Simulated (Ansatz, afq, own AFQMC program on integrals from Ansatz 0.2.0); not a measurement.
# GeNH+ (doublet): quantum Monte Carlo beside coupled cluster, cc-pVDZ, part 2 of 2

Ansatz 0.2.0, Gaussian basis, and an in-house AFQMC program (afq) on its integrals; all values are calculated; cc-pVDZ, frozen cores. The steps go on from the part before.

## 13. CCSDT(Q) on UHF

Contents of in.yaml:

```yaml
crystal:
  periodic: [false, false, false]
  atoms:
    - {symbol: Ge, position_ang: [0.000000, 0.014250, 0.329308]}
    - {symbol: N, position_ang: [0.000000, -0.126443, -1.555498]}
    - {symbol: H, position_ang: [0.000000, 0.730143, -2.116709]}
basis:
  gaussian: {orbitals: cc-pVDZ}
total_charge: 1
magnetization: {spin_polarized: true, initial_magnetization: 1}
correlation: {method: ccsdt_q, electrons: outside_noble_gas}
```

Launch:

```sh
$ ansatz run in.yaml --threads 1 --pin off --events-out ev --progress --plain --max-ram 1382MiB
```

Standard output, cut to the lines that bear on the results:

```text
Functional definition: HF
  name "HF"
  cite "Fock, Z. Phys. 61, 126 (1930) doi:10.1007/BF01340294"
  parent pbe
[...]
882 factors; integrals over basis functions are off by at most 2.1e-7 eV
[...]
mean field -57961.33252621 eV, -2130.0396827360 hartree, gradient 8.3e-6 eV, S^2 0.781165; 19 other end points of the search recorded, 0 dependent functions left out
determinant -57961.33252621 eV, -2130.0396827360 hartree, with singles and doubles -57967.23558266 eV, -2130.2566160591 hartree
determinant -57960.97568313 eV, -2130.0265689945 hartree, with singles and doubles -57966.94767682 eV, -2130.2460357148 hartree
determinant -57958.98714514 eV, -2129.9534915713 hartree, with singles and doubles -57964.15936066 eV, -2130.1435669858 hartree
determinant -57958.74009640 eV, -2129.9444126978 hartree, with singles and doubles -57963.84131500 eV, -2130.1318790235 hartree
determinant -57958.30798866 eV, -2129.9285330309 hartree, with singles and doubles -57963.65603766 eV, -2130.1250702070 hartree
determinant -57961.33252621 eV, -2130.0396827360 hartree, with singles and doubles -57967.23855620 eV, -2130.2567253349 hartree
determinant -57960.97568313 eV, -2130.0265689945 hartree, with singles and doubles -57966.97255829 eV, -2130.2469500918 hartree
15 core orbitals not correlated: weight in the atoms' cores, before any rotation towards them, 0.998 or more for the frozen orbitals, at most 0.001 for the correlated occupied ones
reference -57961.33252621 eV, -2130.0396827360 hartree; 5, 4 occupied and 26, 27 virtual orbitals, 882 factors
second order -5.13239363 eV of doubles, -0.00000000 eV of singles
cycle   1  -5.56338400 eV  change   -4.3e-1 eV  update   9.9e-2
[...]
cycle  26  -6.13791008 eV  change   -6.7e-7 eV  update   5.5e-7
perturbative correction -0.02290345 eV, -0.0008416862 hartree
Total energy: -57967.49333974 eV, -2130.2660884573 hartree
```

Run time: 48 s. Hardware: 1 thread of Intel Xeon Platinum 8488C (Sapphire Rapids), shared host.

From the report: ⟨S²⟩ of the determinant 0.781 (pure doublet: 0.75); correlation -6.1608 eV; T1 0.035; largest double amplitude 0.08.

## 14. Phaseless AFQMC, CISD trial on UHF

It reads the integrals that the CCSD(T) run on this determinant wrote.

Launch:

```sh
$ afq ham --method phaseless --trial cisd --walkers 60 --populations 1 --least-time 40 --time-step 0.005 --steps-per-block 50 --equilibration-blocks 28 --max-blocks 300 --target-error 0.00036 --factor-cut 1e-05 --start spin_pure --seed 5533 --release-times 0.24,0.51,0.99,1.62,2.4 --release-step 0.03 --release-every 4 --taylor-order 6
```

Standard output:

```text
orbitals 31  electrons 5 4  factors 236 of 509
reference energy -2130.03967883 Eh
CCSD correlation -0.21704277 Eh in 15 cycles, weight of the determinant in the CISD state 0.8771
energy of the start -2130.255837 Eh
 block  time / (1/Eh)  mean weight  energy / Eh
     1     0.250  0.9995  -2130.253767
     2     0.500  0.9981  -2130.255755
     3     0.750  0.9994  -2130.256920
     4     1.000  1.0019  -2130.258010
     5     1.250  0.9971  -2130.264479
     6     1.500  1.0018  -2130.257606
     7     1.750  1.0002  -2130.260429
     8     2.000  0.9971  -2130.259725
     9     2.250  1.0018  -2130.257900
    10     2.500  1.0023  -2130.261363
    17     4.250  1.0026  -2130.268533
    25     6.250  1.0007  -2130.266963
    33     8.250  1.0006  -2130.264524
    41    10.250  1.0011  -2130.268690
    49    12.250  1.0006  -2130.258638
    57    14.250  0.9979  -2130.264697
    65    16.250  1.0007  -2130.257655
    73    18.250  1.0002  -2130.261399
    81    20.250  0.9994  -2130.264688
    89    22.250  0.9988  -2130.263986
    97    24.250  1.0002  -2130.265312
   105    26.250  1.0011  -2130.264213
   113    28.250  1.0018  -2130.272834
   121    30.250  1.0009  -2130.265591
   129    32.250  0.9982  -2130.260838
   137    34.250  1.0020  -2130.297615
   145    36.250  0.9990  -2130.264833
   153    38.250  1.0012  -2130.264069
   161    40.250  0.9987  -2130.269518
   169    42.250  0.9993  -2130.269338
   177    44.250  0.9999  -2130.266224
   185    46.250  0.9982  -2130.261670
   193    48.250  1.0014  -2130.270004
   201    50.250  1.0031  -2130.261979
   209    52.250  0.9988  -2130.262626
   217    54.250  1.0007  -2130.268915
   225    56.250  0.9983  -2130.267536
   233    58.250  1.0017  -2130.272308
   241    60.250  0.9987  -2130.270404
   249    62.250  1.0001  -2130.264455
   257    64.250  0.9991  -2130.265597
   265    66.250  1.0017  -2130.267656
   273    68.250  1.0007  -2130.262985
   281    70.250  1.0005  -2130.260599
   289    72.250  1.0016  -2130.263005
   297    74.250  0.9991  -2130.270645
   305    76.250  1.0019  -2130.272303
   313    78.250  0.9991  -2130.275303
   321    80.250  0.9999  -2130.266270
blocks merged  error / Eh  count
     1  0.000329  300
     2  0.000393  150
     4  0.000438  75
     8  0.000496  37
    16  0.000493  18
    32  0.000427  9
released: time / (1/Eh)  energy / Eh  error  mean overlap
  0.24  -2130.264814  0.000773  1.0003
  0.51  -2130.264911  0.000620  1.0070
  0.99  -2130.264548  0.000744  1.0166
  1.62  -2130.265763  0.000666  1.0089
  2.40  -2130.265211  0.000825  1.0189
energy -2130.264581 +/- 0.000496 Eh
```

Run time: 5.1 min. Hardware: 1 thread of Intel Xeon Platinum 8488C (Sapphire Rapids), shared host.

Energy -57967.4523 ± 0.0135 eV. Caveats: constraint bias not in the error.

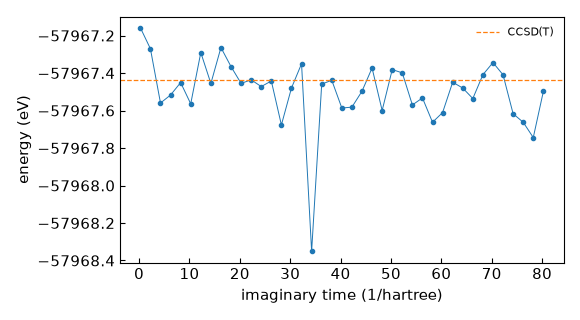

Block energies along the walk.

## 15. Phaseless AFQMC, first-order trial on UHF (settings varied)

It reads the integrals that the CCSD(T) run on this determinant wrote.

Launch:

```sh
$ afq ham --method phaseless --trial mp1 --walkers 80 --populations 1 --least-time 40 --time-step 0.04 --steps-per-block 25 --equilibration-blocks 3 --max-blocks 20 --target-error 0.00072 --factor-cut 1e-05 --start determinant --seed 7489 --taylor-order 4
```

Standard output:

```text
orbitals 31  electrons 5 4  factors 236 of 509
reference energy -2130.03967883 Eh
CCSD correlation -0.21704277 Eh in 15 cycles, weight of the determinant in the CISD state 0.8771
energy of the start -2130.228291 Eh
 block  time / (1/Eh)  mean weight  energy / Eh
     1     1.000  1.0081  -2130.249239
     2     2.000  1.0011  -2130.261918
     3     3.000  1.0048  -2130.266828
     4     4.000  1.0071  -2130.263069
     5     5.000  1.0059  -2130.275293
     6     6.000  1.0021  -2130.277409
     7     7.000  1.0142  -2130.264476
     8     8.000  1.0079  -2130.267805
     9     9.000  1.0168  -2130.267414
    10    10.000  0.9802  -2130.261882
    11    11.000  1.0062  -2130.263929
    12    12.000  0.9975  -2130.260723
    13    13.000  1.0020  -2130.258612
    14    14.000  0.9965  -2130.267335
    15    15.000  1.0121  -2130.268841
    16    16.000  1.0006  -2130.263704
    17    17.000  0.9781  -2130.270404
    18    18.000  0.9945  -2130.260505
    19    19.000  0.9829  -2130.265643
    20    20.000  1.0013  -2130.265720
    21    21.000  1.0022  -2130.269613
    22    22.000  1.0005  -2130.277509
    23    23.000  0.9882  -2130.265066
blocks merged  error / Eh  count
     1  0.001188  20
     2  0.001183  10
energy -2130.266754 +/- 0.001188 Eh
```

It took 12 s on 1 thread of Intel Xeon Platinum 8488C (Sapphire Rapids), shared host.

Energy -57967.5115 ± 0.0323 eV. The run doesn't count as converged. Caveats: constraint bias not in the error; error not settled; error above the target.

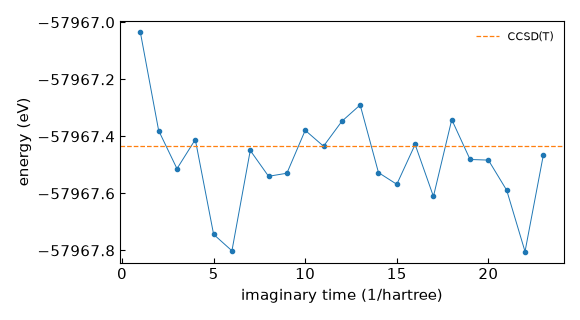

Block energies along the walk.

## 16. All levels side by side

On the ROHF determinant, counted from CCSDT(Q) (a yardstick, not exact):

| level | energy (eV) | from CCSDT(Q) (kJ/mol) | statistical error (kJ/mol) | time |
| --- | --- | --- | --- | --- |
| HF | -57961.2187 | +604.9 |  |  |
| MP2 | -57966.4719 | +98.0 |  |  |
| CCSD | -57967.2356 | +24.3 |  |  |
| CCSD(T) | -57967.4358 | +5.0 |  |  |
| CCSDT(Q) | -57967.4876 | 0.0 |  |  |
| Phaseless AFQMC, CISD trial, step 0.005, 60 walkers | -57967.4615 | +2.5 | 1.2 | 5.9 min |

On the UHF determinant, counted from CCSDT(Q) (a yardstick, not exact):

| level | energy (eV) | from CCSDT(Q) (kJ/mol) | statistical error (kJ/mol) | time |
| --- | --- | --- | --- | --- |
| HF | -57961.3324 | +594.4 |  |  |
| MP2 | -57966.4648 | +99.2 |  |  |
| CCSD | -57967.2385 | +24.6 |  |  |
| CCSD(T) | -57967.4352 | +5.6 |  |  |
| CCSDT(Q) | -57967.4933 | 0.0 |  |  |
| Phaseless AFQMC, CISD trial, step 0.005, 60 walkers | -57967.4523 | +4.0 | 1.3 | 5.1 min |

The functionals' totals stand on their own zeros and serve differences with other points: PBE -58002.954 eV; r2SCAN -58011.934 eV; PBE0 -58004.286 eV; B3LYP -58014.518 eV; wB97M-V -58009.663 eV; B2PLYP -58000.595 eV.

## 17. Outcome

What follows sums up all 2 parts.

| quantity | value |
| --- | --- |
| CCSD(T) on ROHF from CCSDT(Q) | +5.0 kJ/mol |
| Phaseless AFQMC, CISD trial on ROHF from CCSDT(Q) | +2.5 ± 1.2 kJ/mol |
| CCSD(T) on UHF from CCSDT(Q) | +5.6 kJ/mol |
| Phaseless AFQMC, CISD trial on UHF from CCSDT(Q) | +4.0 ± 1.3 kJ/mol |

**Reading.** On ROHF the phaseless walk with the CISD trial lies +2.5 kJ/mol from CCSDT(Q), within three error bars. On UHF the phaseless walk with the CISD trial lies +4.0 kJ/mol from CCSDT(Q), 3 times its error bar. Error bars are statistical and leave out the constraint, the time step and what remains of the start.
